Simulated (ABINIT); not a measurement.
# Beyond one shot: CsH (Fm-3m), part 3 of 3

Aim: iterate the self-energy on CsH (Fm-3m) and follow the gap from cycle to cycle.

ABINIT 10.8.3; LDA and many-body steps on it, plane waves. Known limits of the many-body steps: not at the basis limit; no spin-orbit coupling.

So far. Step 11 (evGW, cycle 1): Against G0W0 in ABINIT (4×4×4 mesh, 47 bands, screening to 106.1 eV, Godby-Needs plasmon pole), the gap moves by +0.898 eV. Step 14 (evGW, cycle 2): Against the cycle before, the gap moves by +0.075 eV.

The database entry behind the starting cell differs from later determinations by our own check (0.1 to 0.3 % short, probably kX units), so it need not match the best structure at ambient conditions.

## Step 15: Screening, 4×4×4 mesh, 47 bands, screening to 106.1 eV

This step: RPA screening on LDA, plane waves, norm-conserving pseudopotentials.

Input file run.abi:

```
acell 3*1.0 Angstrom
rprim 
  -0.000000000000 3.188000000000 3.188000000000
  3.188000000000 -0.000000000000 3.188000000000
  3.188000000000 3.188000000000 -0.000000000000
ntypat 2
znucl 55 1
natom 2
typat 1 2
xred 
  0.000000000000 0.000000000000 0.000000000000
  0.500000000000 0.500000000000 0.500000000000
pp_dirpath "pseudos"
pseudos "Cs.upf, H.upf"
ecut 31
ngkpt 4 4 4
nshiftk 1
shiftk 0 0 0
kptopt 1
chksymbreak 0
istwfk *1
occopt 1
irdwfk 1
optdriver 3
nband 47
ecuteps 3.9
inclvkb 2
awtr 1
symchi 1
gwcalctyp 10
mbpt_sciss 3.241 eV
nqptdm 1
qptdm 
  0 0 0
indata_prefix "in"
outdata_prefix "out"
tmpdata_prefix "tmp"
```

On the command line:

```
OMP_NUM_THREADS=1 mpirun -n 4 abinit run.abi > log
```

Numbers of over 12 decimals in the logs are rounded to 6 here.

What it wrote:

```text
.Version 10.8.3 of ABINIT. v10.8.2 released Aug 2026.

 Symmetries : space group Fm -3 m (#225); Bravais cF (face-center cubic)
[... echo of the input left out ...]
== DATASET  1 ==================================================================
-   mpi_nproc: 4, omp_nthreads: 1 (-1 if OMP is not activated)

--- !DatasetInfo
iteration_state: {dtset: 1, }
dimensions: {natom: 2, nkpt: 8, mband: 47, nsppol: 1, nspinor: 1, nspden: 1, mpw: 3647, }
cutoff_energies: {ecut:  31.0, pawecutdg:  -1.0, }
[...]
[... chi0 elements left out ...]
 For q-point:  0.000010 0.000020 0.000030
  dielectric constant =   2.4372
  dielectric constant without local fields =   2.7339

  Average fulfillment of the sum rule on Im[epsilon] for q-point    1 :     80.67  [%]
[... wings left out ...]
== END DATASET(S) ==============================================================
================================================================================

 -outvars: echo values of variables after computation  --------
           etotal      0.0000000000E+00
            nband          47
             nkpt           8
          spgroup         225
 [... the other variables as echoed above ...]

 Calculation completed.
```

It took 4.6 s on 4 MPI ranks of Arm Neoverse N1, shared host; peak memory 0.43 GiB; 18 s of CPU time.

This step gave:

```
ε∞ with local fields, on this mesh, along the program's q direction : 2.437
the same without local fields                                       : 2.734
plasma frequency                                                    : 14.59 eV
plane waves in the screening matrix                                 : 169
```

This screening uses the functional's bands under a rigid shift, the mean opening of the cycle before.

## Step 16: Screening, 4×4×4 mesh, 47 bands, screening to 106.1 eV

This step: RPA screening on LDA from quasiparticle energies, plane waves, norm-conserving pseudopotentials.

Edit run.abi of step 15 so:

```diff
@@ -29,7 +29,13 @@
 symchi 1
+irdqps 1
 gwcalctyp 10
-mbpt_sciss 3.241 eV
-nqptdm 1
+nqptdm 7
 qptdm 
-  0 0 0
+  0.2500000000 0.0000000000 0.0000000000
+  0.5000000000 0.0000000000 0.0000000000
+  0.2500000000 0.2500000000 0.0000000000
+  0.5000000000 0.2500000000 0.0000000000
+  -0.2500000000 0.2500000000 0.0000000000
+  0.5000000000 0.5000000000 0.0000000000
+  -0.2500000000 0.5000000000 0.2500000000
 indata_prefix "in"
```

Input file mrgscr.stdin:

```
2
merged
q0_SCR
out_SCR
1
```

On the command line:

```
OMP_NUM_THREADS=1 mpirun -n 4 abinit run.abi > log; mrgscr < mrgscr.stdin
```

What it wrote:

```text
.Version 10.8.3 of ABINIT. v10.8.2 released Aug 2026.

 Symmetries : space group Fm -3 m (#225); Bravais cF (face-center cubic)
[... echo of the input left out ...]
== DATASET  1 ==================================================================
-   mpi_nproc: 4, omp_nthreads: 1 (-1 if OMP is not activated)

--- !DatasetInfo
iteration_state: {dtset: 1, }
dimensions: {natom: 2, nkpt: 8, mband: 47, nsppol: 1, nspinor: 1, nspden: 1, mpw: 3647, }
cutoff_energies: {ecut:  31.0, pawecutdg:  -1.0, }
[...]
q-point number  1        q = ( 0.250000, 0.000000, 0.000000) [r.l.u.]
--------------------------------------------------------------------------------
[... chi0 elements left out ...]
  Average fulfillment of the sum rule on Im[epsilon] for q-point    2 :    113.43  [%]

--------------------------------------------------------------------------------
  q-point number  2        q = ( 0.500000, 0.000000, 0.000000) [r.l.u.]
--------------------------------------------------------------------------------
[... chi0 elements left out ...]
  Average fulfillment of the sum rule on Im[epsilon] for q-point    3 :     98.30  [%]

 [... 5 further q-points ...]
```

Wall time 11 s (4 MPI ranks); peak memory 0.55 GiB; 43 s of CPU time.

Numbers from this step:

```
plasma frequency                    : 14.59 eV
plane waves in the screening matrix : 169
```

This screening reads the quasiparticle levels of the cycle before.

## Step 17: evGW, cycle 3

This step: evGW on LDA, plane waves, norm-conserving pseudopotentials.

Edit run.abi of step 16 so:

```diff
@@ -23,12 +23,10 @@
 irdwfk 1
-optdriver 3
+optdriver 4
 nband 47
-ecuteps 3.9
-inclvkb 2
-awtr 1
-symchi 1
-irdqps 1
 gwcalctyp 10
-nqptdm 7
-qptdm 
+ecutsigx 31
+symsigma 1
+nkptgw 8
+kptgw 
+  0.0000000000 0.0000000000 0.0000000000
   0.2500000000 0.0000000000 0.0000000000
@@ -40,2 +38,15 @@
   -0.2500000000 0.5000000000 0.2500000000
+bdgw 
+  1 9
+  1 9
+  1 9
+  1 9
+  1 9
+  1 9
+  1 9
+  1 9
+ecuteps 3.9
+irdscr 1
+ppmodel 1
+irdqps 1
 indata_prefix "in"
```

On the command line:

```
OMP_NUM_THREADS=1 mpirun -n 4 abinit run.abi > log
```

What it wrote:

```text
.Version 10.8.3 of ABINIT. v10.8.2 released Aug 2026.

 Symmetries : space group Fm -3 m (#225); Bravais cF (face-center cubic)
[... echo of the input left out ...]
== DATASET  1 ==================================================================
-   mpi_nproc: 4, omp_nthreads: 1 (-1 if OMP is not activated)

--- !DatasetInfo
iteration_state: {dtset: 1, }
dimensions: {natom: 2, nkpt: 8, mband: 47, nsppol: 1, nspinor: 1, nspden: 1, mpw: 3647, }
cutoff_energies: {ecut:  31.0, pawecutdg:  -1.0, }
[...]
.  kptgw no:  3; Maximum DeltaE = (   0.151   0.065) for band index:  1
[...]
.  kptgw no:  7; Maximum DeltaE = (   0.310   0.137) for band index:  1
.  kptgw no:  8; Maximum DeltaE = (   0.021   0.074) for band index:  1

== END DATASET(S) ==============================================================
================================================================================

 -outvars: echo values of variables after computation  --------
           etotal      0.0000000000E+00
            nband          47
             nkpt           8
          spgroup         225
 [... the other variables as echoed above ...]

 Calculation completed.
```

Wall time 56 s (4 MPI ranks); peak memory 1 GiB; 3.7 min of CPU time.

Numbers from this step:

- quasiparticle gap on the mesh: 5 eV
- gap of the density functional on the mesh: 1.956 eV
- k of the valence top: 0.5, 0, 0
- k of the conduction bottom: 0.5, 0, 0
- least direct quasiparticle gap on the computed points: 5 eV

Against the cycle before, the gap moves by +0.008 eV.

## Step 18: Side by side

Times are wall times on 4 MPI ranks of Arm Neoverse N1, shared host, good to a factor of about two. A run's time includes the screening step that it read.

| run | mesh | bands | screening cutoff (eV) | DFT gap (eV) | gap on the mesh (eV) | direct (eV) | ε∞ used | time |
| --- | --- | --- | --- | --- | --- | --- | --- | --- |
| G0W0 | 4×4×4 | 47 | 106.1 | 1.956 | 4.019 | 4.019 | 3.24 | 21 s |
| evGW0, cycle 1 | 4×4×4 | 47 | 106.1 | 1.956 | 4.532 | 4.532 | 3.24 | 69 s |
| evGW0, cycle 2 | 4×4×4 | 47 | 106.1 | 1.956 | 4.354 | 4.354 | 3.24 | 69 s |
| evGW0, cycle 3 | 4×4×4 | 47 | 106.1 | 1.956 | 4.365 | 4.365 | 3.24 | 69 s |
| evGW0, cycle 4 | 4×4×4 | 47 | 106.1 | 1.956 | 4.364 | 4.364 | 3.24 | 69 s |
| evGW, cycle 1 | 4×4×4 | 47 | 106.1 | 1.956 | 4.917 | 4.917 | 2.54 | 72 s |
| evGW, cycle 2 | 4×4×4 | 47 | 106.1 | 1.956 | 4.992 | 4.992 | 2.45 | 72 s |
| evGW, cycle 3 | 4×4×4 | 47 | 106.1 | 1.956 | 5.000 | 5.000 | 2.44 | 71 s |

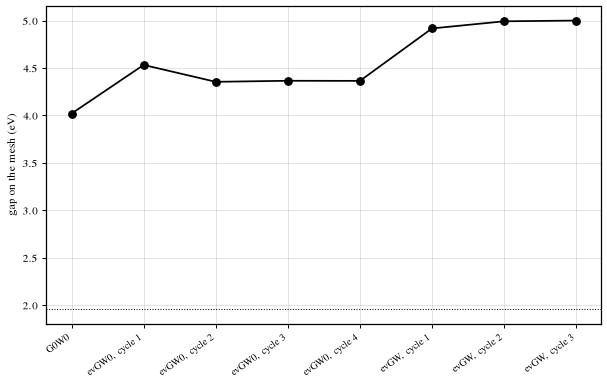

The gap through the cycles; the dotted line is the starting gap.

## Step 19: Summary of results

| Quantity | Value |
| --- | --- |
| G0W0 | 4.019 eV |
| evGW0, cycle 1 | 4.532 eV |
| evGW0, cycle 2 | 4.354 eV |
| evGW0, cycle 3 | 4.365 eV |
| evGW0, cycle 4 | 4.364 eV |
| evGW, cycle 1 | 4.917 eV |
| evGW, cycle 2 | 4.992 eV |
| evGW, cycle 3 | 5.000 eV |
| known limits | not at the basis limit; no spin-orbit coupling |

Only the bands that the input lists are updated; the others, empty or deep, keep the functional's energies or take a rigid shift. The evGW loop starts from the last levels of evGW0, so its cycles and time come on top of those. evGW0 ends at 4.36 eV, +0.34 eV from G0W0, after 4 cycles that took 3.8 min beside the first screening; the last moved the gap by 0.001 eV. evGW ends at 5.00 eV, +0.98 eV from G0W0, after 3 cycles that took 3.6 min beside the first screening; the last moved the gap by 0.008 eV. The first cycle of evGW0 takes the full correction, without the factor Z, so it overshoots the one-shot value. Bands and cutoff are finite, so the gap is not at the basis limit. The miss can reach some tenths of an eV and take either sign; the mesh is an error of its own. In the updated screening the q = 0 part is built from Kohn-Sham bands under a rigid shift, the other q from the quasiparticle levels. The many-body steps are scalar-relativistic: spin-orbit coupling is not in them.

[Paths, hosts, dates, memory and timing lines, banners, echoed tables and standing remarks are left out of the program output.]

[Logs are printed without paths, hosts, clocks, repeated set-up lines and the standing remarks that a program may print on its own settings, such as how far it seeks lower states.]

[Runs of the session that timed out or met a known fault of the program may be left out.]

[Hosts, paths, dates, database ids (printed as entryN), source tags and the programs' standing remarks are cut or masked in the printed files.]

[G0W0 gaps are taken among the corrected bands and points alone; a level outside them can change the order at an edge.]

[Where Ansatz stands beside ABINIT at settings called matched, ABINIT's density can come from a denser mesh and the files from another edition; pairs whose starting gaps differed by over 0.03 eV were left out, so agreement reads better than it is.]
